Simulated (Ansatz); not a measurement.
Cu2O: pressure series

Take Cu2O (space group Pn-3m, No. 224; a = 4.2457 Å) as the base.

Cell and atoms are relaxed at each pressure.

Computed with r2SCAN (Ansatz, a quantum-chemistry and plane-wave program), without spin-orbit coupling.

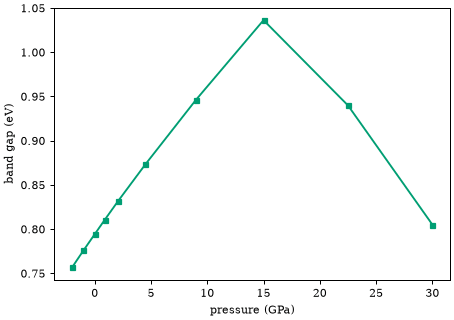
Band gap against pressure

| pressure (GPa) | band gap |
|---|---|
| -2 | 0.76 eV |
| -1 | 0.78 eV |
| 0.9 | 0.81 eV |
| 2.1 | 0.83 eV |
| 4.5 | 0.87 eV |
| 9 | 0.95 eV |
| 15 | 1.04 eV |
| 22.5 | 0.94 eV |
| 30 | 0.81 eV |

Load acts through the strain it causes; cell and atoms are relaxed under it. Whether these cells are dynamically stable was not tested. No other phases were tried under pressure. No Hubbard U is applied. All final runs are without spin polarisation.
